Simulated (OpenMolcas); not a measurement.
```
&GATEWAY
Basis set
Ti.ANO-RCC-VTZP.
Ti1 0.0 0.0 0.0 Angstrom
End of basis
Basis set
Cl.ANO-RCC-VDZP.
L1 2.435000 0.000000 0.000000 Angstrom
L2 0.000000 2.435000 0.000000 Angstrom
L3 0.000000 0.000000 2.435000 Angstrom
End of basis
Basis set
Cs.EMB-AIMP.Seijo.0s.0s.ECP.Cs2ZrCl6.
PseudoCharge
* 4 symmetry-unique lattice sites within 7.6 angstrom
End of basis
Basis set
Cl.EMB-AIMP.Seijo.0s.0s.ECP.Cs2ZrCl6.
PseudoCharge
* 12 symmetry-unique lattice sites within 7.6 angstrom
End of basis
Basis set
Zr.EMB-AIMP.Seijo.0s.0s.ECP.Cs2ZrCl6.
PseudoCharge
* 6 symmetry-unique lattice sites within 7.6 angstrom
End of basis
Symmetry
XYZ
AngMom=0.0 0.0 0.0
AMFI
RICD
XField
1385 Angstrom 0
* Evjen-weighted lattice charges
&SEWARD
&RASSCF
FileOrb=start.orb
Symmetry=1
Spin=2
nActEl=1 0 0
Inactive=30 33
Ras2=5 0
CIRoot=5 5 1
SDav=5
CIMx=300
Iter=150 100
PrWF=0.3
OrbListing=Nothing
MaxOrb=0
LevShft=1.0
>>> COPY $Project.JobIph JOB001
&RASSI
NrOfJobIphs=1 5
1 2 3 4 5
IphNames
JOB001
EJob
SpinOrbit
DIPRint=1.0
SOCoupling=1000.0
Subsets=2
Property=9
'ANGMOM' 1 'ANGMOM' 2 'ANGMOM' 3 'MLTPL  1' 1 'MLTPL  1' 2 'MLTPL  1' 3
'AMFI' 1 'AMFI' 2 'AMFI' 3
SOProperty=3
'ANGMOM' 1 'ANGMOM' 2 'ANGMOM' 3
>>> COPY JOB001 $Project.JobIph
&CASPT2
Multistate=5 1 2 3 4 5
NoMult
Frozen=17 18
IPEA=0.25
Imaginary=0.1
MaxIter=60
WThr=0.0 0.3 0.05
PrWF=0.5
NoMix
```

Run as:
```bash
OMP_NUM_THREADS=1 MOLCAS_MEM=2457 MOLCAS_PROJECT=a pymolcas a.inp > a.log  # once for each step of the input, in one work folder
```

The CASPT2 energies were then put on the diagonal of the RASSI spin-orbit matrix.

Level of the calculation: state-averaged SS-CASPT2, IPEA shift 0.25, imaginary shift 0.1 hartree, closed shells 3s 3p correlated, active space 1 electron in the shell 3d, basis ANO-RCC-VTZP on the metal and ANO-RCC-VDZP on the ligands, DKH2 scalar Hamiltonian, spin-orbit coupling by RASSI with atomic mean-field integrals (OpenMolcas). Powder susceptibility by Van Vleck's formula.

Ti³⁺ (3d) as a dopant in Cs₂ZrCl₆, a cluster with its 6 nearest Cl⁻ at 2.435 Å (octahedron) embedded in model potentials and point charges; the geometry was set, not optimised. The cluster and the levels that result:

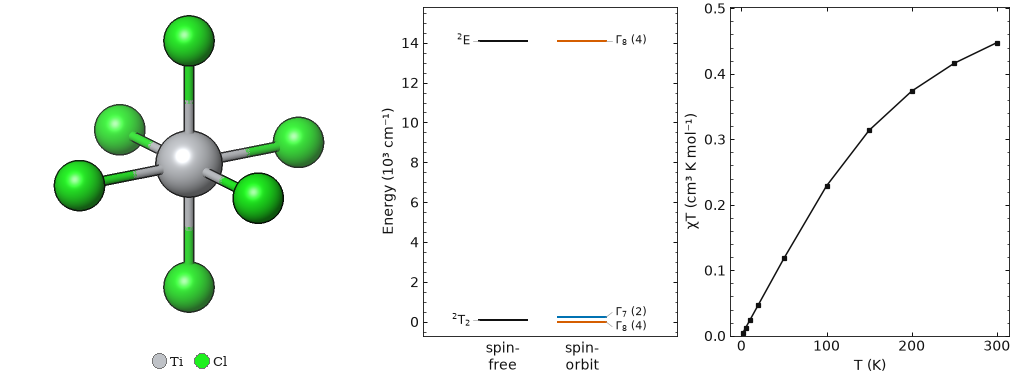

Labels give the representation in O, Td, D4 or D3 as the site allows (double group for half-integer spin) where it could be assigned and, in brackets, the degeneracy; spin-free states, where drawn, share the zero of the spin-orbit levels.

The ground level is Γ₈, 4-fold degenerate, 100 % from states of spin multiplicity 2. The next level lies at 217 cm⁻¹ (Γ₇). The lowest spin-free state is ²T₂; of the same spin there follows at 14,000 cm⁻¹ (²E) above it. A ligand-field fit to the spin-free states gives |10Dq| = 14,000 cm⁻¹. χT is close to 0 cm³ K mol⁻¹ at 2 K and 0.447 at 300 K, an effective moment of 1.89 μB.

Limits of the model: the geometry is set by hand, with no relaxation and no charge compensation.
